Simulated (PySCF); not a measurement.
# C2H11BOSi2: what the fields show

```yaml
atoms:
  - { symbol: B, position_ang: [0.9841, 0.8201, 0.7128] }
  - { symbol: Si, position_ang: [2.0901, -0.5314, -0.2272] }
  - { symbol: Si, position_ang: [0.3241, -1.4795, -1.3955] }
  - { symbol: C, position_ang: [-0.9618, -0.2222, -0.6735] }
  - { symbol: O, position_ang: [-0.5390, 0.1351, 0.6533] }
  - { symbol: C, position_ang: [-1.4939, 0.9381, 1.3199] }
  - { symbol: H, position_ang: [1.1732, 0.9532, 1.8785] }
  - { symbol: H, position_ang: [0.8856, 1.8673, 0.1463] }
  - { symbol: H, position_ang: [3.1358, -0.1319, -1.1921] }
  - { symbol: H, position_ang: [2.7714, -1.6150, 0.5144] }
  - { symbol: H, position_ang: [0.0883, -1.3929, -2.8428] }
  - { symbol: H, position_ang: [-0.2478, -2.7879, -1.0428] }
  - { symbol: H, position_ang: [-1.9644, -0.6495, -0.5951] }
  - { symbol: H, position_ang: [-1.0392, 0.6800, -1.2901] }
  - { symbol: H, position_ang: [-1.6358, 1.8950, 0.8067] }
  - { symbol: H, position_ang: [-1.1283, 1.1254, 2.3279] }
  - { symbol: H, position_ang: [-2.4495, 0.4081, 1.3683] }
```

Geometry: GFN2-xTB.

Method: PySCF, CAM-B3LYP/def2-SVPD, SCF density, gas phase.

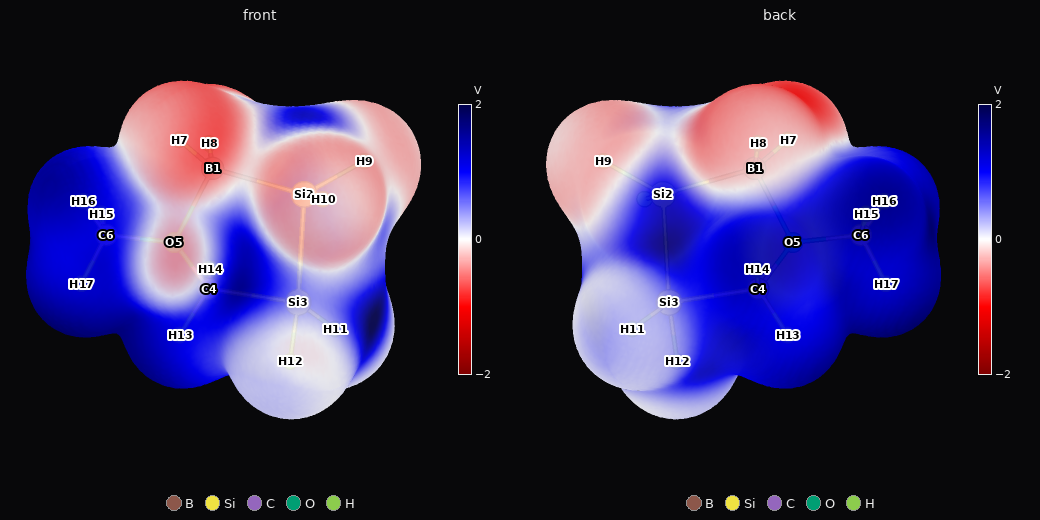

Figure 1. The molecular electrostatic potential painted on the density surface at 0.004 e/bohr³, seen from the front and from behind; the colour scale runs from red (negative) to blue (positive).

Q: Describe the electrostatic potential map.

A: The most negative region (about −0.9 V) lies over H7, the most positive (about +1.8 V) over Si3, C6 and H17.

Q: How polar is the molecule by this calculation?

A: Its dipole moment is 3.79 D.

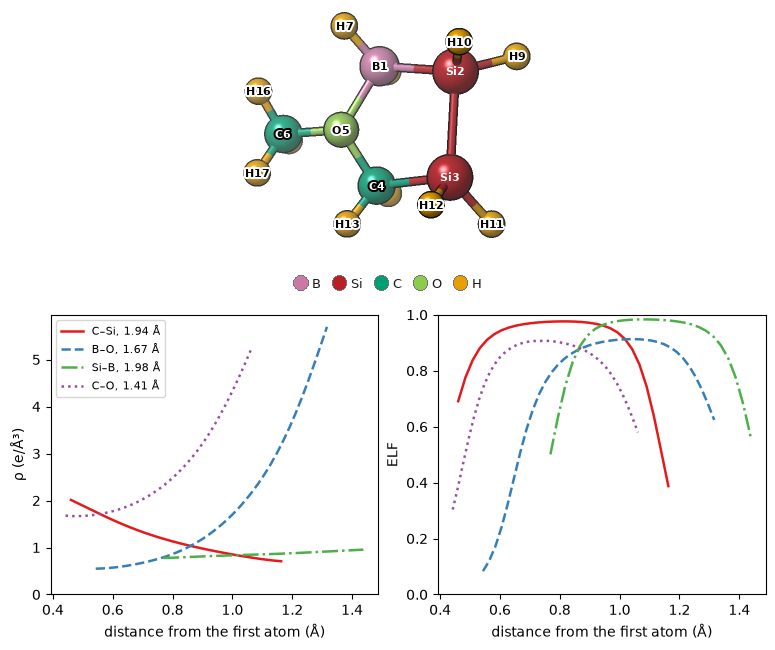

Figure 2. Total electron density and electron localisation function along straight lines between neighbouring atoms. The curves leave out the atomic cores. The structure is drawn too.

Q: What can be read from the curves?

A: C–Si (1.94 Å): ρ at the midpoint is about 0.89 e/Å³; the ELF peaks at about 1 between the atoms, as expected for a shared electron pair.
B–O (1.67 Å): ρ at the midpoint is about 0.96 e/Å³; the ELF peaks at about 0.90 between the atoms; a polar covalent bond.
Si–B (1.98 Å): the density is about 0.83 e/Å³ at the midpoint; the ELF peaks at about 1 between the atoms, as expected for a covalent bond.
C–O (1.41 Å): ρ is about 2.1 e/Å³ halfway, with its minimum of 1.7 e/Å³ about 0.5 Å from C; the ELF peaks at about 0.90 between the atoms: a polar covalent bond.
